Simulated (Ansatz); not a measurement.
The figure comes from a scan of TiH₂ (space group I4/mmm): the cell is scaled evenly about its relaxed volume V₀. The numbers are results of PBEsol (plane waves to 420 eV, PAW, scalar-relativistic; Ansatz, a first-principles code), not measurements. k mesh 20×20×20 (Γ-centred), Fermi-Dirac smearing 0.05 eV. The energy includes the smearing's −TS. This is one of several known forms of TiH2; the measured ambient cells at hand have space group No. 225. TiH2 is run without spin polarisation. TiH2 was relaxed with its symmetry unable to fall. The zero of ΔE is the relaxed starting cell.

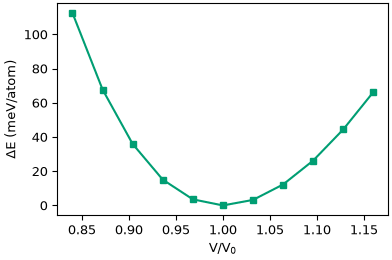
ΔE (meV/atom) against V/V₀; one marker a computed point.

List the plotted points as numbers.

To the nearest 2:

```json
[
 {"V/V₀": "0.840", "ΔE (meV/atom)": "112"},
 {"V/V₀": "0.872", "ΔE (meV/atom)": "68"},
 {"V/V₀": "0.904", "ΔE (meV/atom)": "36"},
 {"V/V₀": "0.936", "ΔE (meV/atom)": "16"},
 {"V/V₀": "0.968", "ΔE (meV/atom)": "4"},
 {"V/V₀": "1.000", "ΔE (meV/atom)": "0"},
 {"V/V₀": "1.032", "ΔE (meV/atom)": "4"},
 {"V/V₀": "1.064", "ΔE (meV/atom)": "12"},
 {"V/V₀": "1.096", "ΔE (meV/atom)": "26"},
 {"V/V₀": "1.128", "ΔE (meV/atom)": "44"},
 {"V/V₀": "1.160", "ΔE (meV/atom)": "66"}
]
```

(Under strain, the slope of the energy per volume gives the stress and its curvature an elastic modulus.)
